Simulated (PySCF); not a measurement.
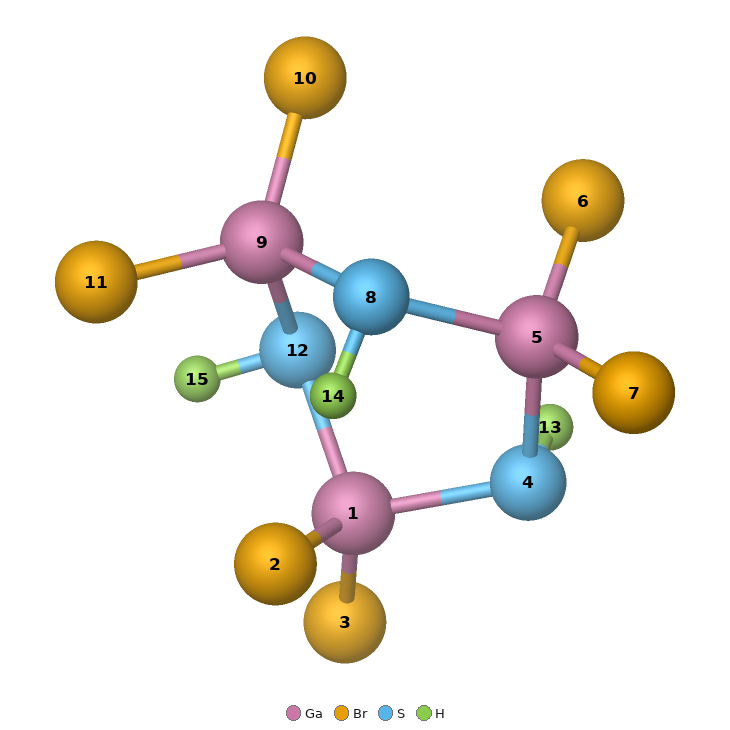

The atoms are numbered. Computed geometry: PBE0-D3(BJ)/def2-SVP optimisation. No frequency run is at hand to confirm it as a minimum.

Which atoms are bonded, and how long are the bonds?

```tsv
bond	length (Å)
Ga1–Br2	2.306
Ga1–Br3	2.283
Ga1–S4	2.340
Ga1–S12	2.348
S4–Ga5	2.388
S4–H13	1.354
Ga5–Br6	2.291
Ga5–Br7	2.284
Ga5–S8	2.353
S8–Ga9	2.350
S8–H14	1.364
Ga9–Br10	2.282
Ga9–Br11	2.293
Ga9–S12	2.389
S12–H15	1.354
```
